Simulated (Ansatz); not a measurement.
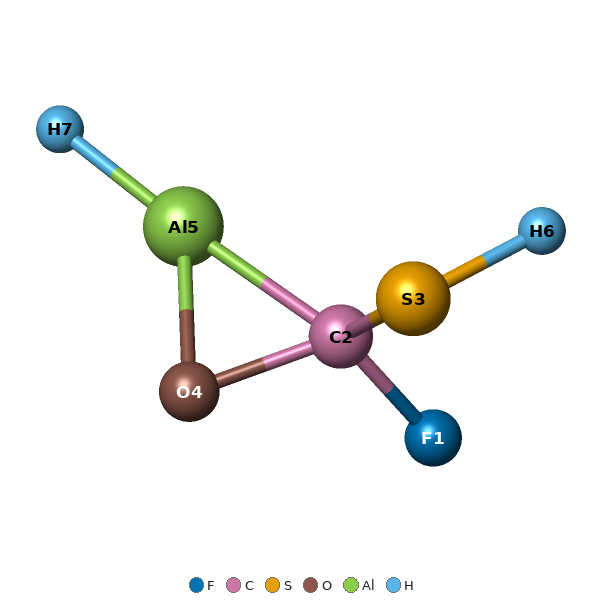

Sticks follow a distance rule. Harmonic vibrations computed with RKS PBE0-D4/def2-TZVP (Ansatz 0.2.0) at a stationary point of the same level.

### How many imaginary frequencies does it have?

A minimum: no imaginary frequency, and the lowest mode lies at 135 cm⁻¹.

### List the wavenumbers.

15 modes: 135, 227, 307, 359, 402, 430, 446, 578, 712, 837, 947, 1025, 1112, 2000, 2716 cm⁻¹.
